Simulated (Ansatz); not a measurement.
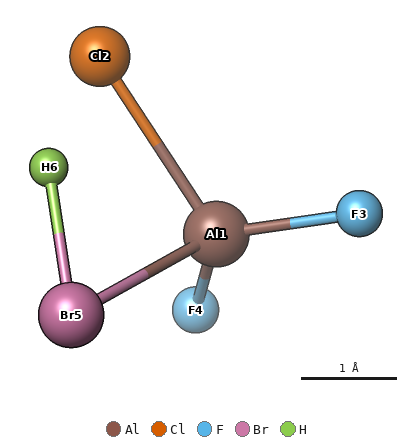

Figure 1. The structure as given in the input (ball-and-stick view, seen at a tilt; atoms are numbered from 1 in the order of the input). Sticks mark near contacts. Bond lengths as drawn: Al–Br 2.44 Å, Al–Cl 2.25 Å, Al–F 1.65 Å and Br–H 1.67 Å.

**Frequency calculation of AlHBrClF2**

- system: AlHBrClF2
- method: RKS r2SCAN-D4/def2-SVP (Ansatz 0.2.0)

It belongs to a series of runs on one base structure; here: vibrations at the highest image of the band. Figures and captions count atoms from 1; the log counts them from 0 in places.

**Input file**
```yaml
crystal:
  periodic: [false, false, false]
  atoms:
    - { symbol: Al, position_ang: [0.013351, -0.303628, 0.08174] }
    - { symbol: Cl, position_ang: [0.010989, 0.187533, 2.272565] }
    - { symbol: F, position_ang: [1.435663, 0.126115, -0.643824] }
    - { symbol: F, position_ang: [-1.444365, 0.027991, -0.6248] }
    - { symbol: Br, position_ang: [0.097483, -2.630973, 0.815496] }
    - { symbol: H, position_ang: [0.064478, -1.434938, 1.985622] }
basis:
  gaussian: { orbitals: def2-SVP }
hamiltonian:
  xc: r2scan
  dispersion: d4
phonons: {}
```

Run on 4 threads of Arm Neoverse V1, 24 GiB of memory available, shared host.

Run as:
```bash
ansatz run input.yaml --threads 4 --pin off --max-ram 5120MiB --backend cpu --events-out ev --progress --plain --runs-dir out
```

**Output**
```
Engine: ansatz 0.2.0, aarch64-unknown-linux-gnu
Functional definition: r2SCAN
  parameter k0 = 0.174
  parameter k1 = 0.065
  parameter a1 = 4.9479
  exchange = r2scan_x(k0 = k0, k1 = k1, a1 = a1)
  correlation = r2scan_c
1087 factors; their error is unknown
mean field evaluation 1: about -94595.6690 eV, gradient 5.0e1 eV
mean field evaluation 2: about -94583.4651 eV, gradient 1.0e2 eV
mean field evaluation 4: about -94599.5557 eV, gradient 1.7e0 eV
mean field evaluation 8: about -94599.5628 eV, gradient 2.4e-2 eV
mean field evaluation 16: about -94599.4652 eV, gradient 1.1e-5 eV
mean field -94599.46521601 eV, -3476.4662248679 hartree, gradient 1.2e-5 eV, S^2 0.000000; 0 other end points of the search recorded, 0 dependent functions left out
the calculation of the forces begins
reference -94599.46522687 eV, -3476.4662252671 hartree; 42, 42 occupied and 59, 59 virtual orbitals, 1087 factors
these checks for a lower state are left out or cut short: stability, starts, cluster_reference, orbital_swaps, neighbouring_geometries, increment
1087 factors; their error is unknown
mean field -94599.46505987 eV, -3476.4662191299 hartree, gradient 1.5e-6 eV, S^2 0.000000; 0 other end points of the search recorded, 0 dependent functions left out
[... from here on the field's lines of each further geometry are left out, up to the last ...]
the calculation of the forces begins
reference -94599.46521360 eV, -3476.4662247792 hartree; 42, 42 occupied and 59, 59 virtual orbitals, 1087 factors
these checks for a lower state are left out or cut short: stability, starts, cluster_reference, orbital_swaps, neighbouring_geometries, increment
1087 factors; their error is unknown
mean field -94599.46519947 eV, -3476.4662242601 hartree, gradient 2.6e-6 eV, S^2 0.000000; 0 other end points of the search recorded, 0 dependent functions left out
the calculation of the forces begins
reference -94599.46521034 eV, -3476.4662246593 hartree; 42, 42 occupied and 59, 59 virtual orbitals, 1087 factors
WARN: phonons: modes at or below zero, which the zero-point energy, F, S and C_V leave out: 1, the lowest at -312.30 cm⁻¹. A minimum has none, and a first-order saddle one
Total energy: -94599.50323760 eV, -3476.4676221354 hartree
Atom 0 at     0.013351    -0.303628     0.081740 Å, force    -0.000220    -0.000249     0.000445 eV/Å
Atom 1 at     0.010989     0.187533     2.272565 Å, force     0.000146    -0.000074    -0.000314 eV/Å
Atom 2 at     1.435663     0.126115    -0.643824 Å, force     0.000599     0.000367    -0.000214 eV/Å
Atom 3 at    -1.444365     0.027991    -0.624800 Å, force    -0.000512     0.000294    -0.000272 eV/Å
Atom 4 at     0.097483    -2.630973     0.815496 Å, force     0.000090    -0.000281     0.000178 eV/Å
Atom 5 at     0.064478    -1.434938     1.985622 Å, force    -0.000102    -0.000057     0.000177 eV/Å
Dipole moment:     0.013287    -0.314859     0.383800 e Å
Vibrations: -312.30 112.77 165.91 169.82 200.59 278.77 370.88 589.48 733.46 804.59 971.14 1160.38 cm⁻¹, zero-point energy 0.344540 eV
```

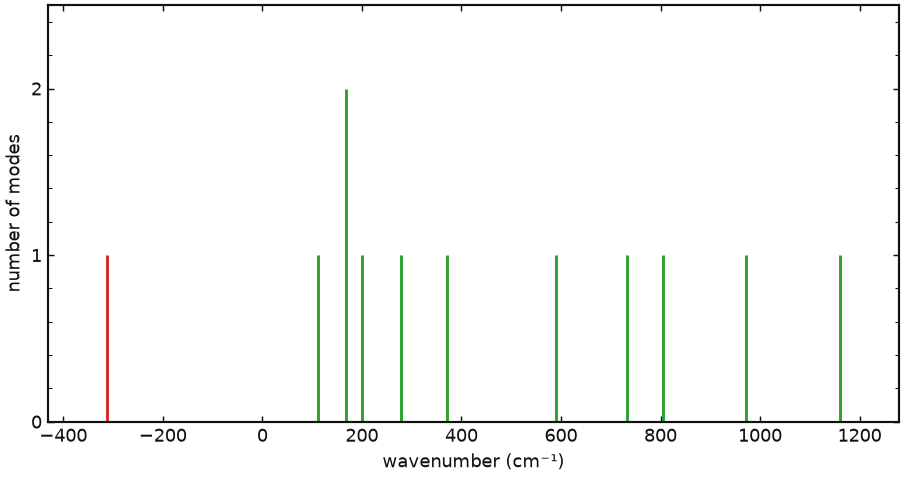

Figure 2. Harmonic vibrational wavenumbers from the force constants; neighbouring modes closer than 7 cm⁻¹ are counted in one stick, and imaginary ones are drawn at negative wavenumbers. 12 modes from 312i to 1160 cm⁻¹, 1 imaginary beyond 8i (312i cm⁻¹): a first-order saddle point, if the geometry is stationary.

**Key numbers**

```tsv
quantity	value
outcome	converged
total energy	−94599.5032 eV
mean-field energy	−94599.4652 eV
largest force (length of the vector)	0.001 eV/Å
wall time	44 s (CPU time 2.8 min)
peak memory	0.17 GiB
```
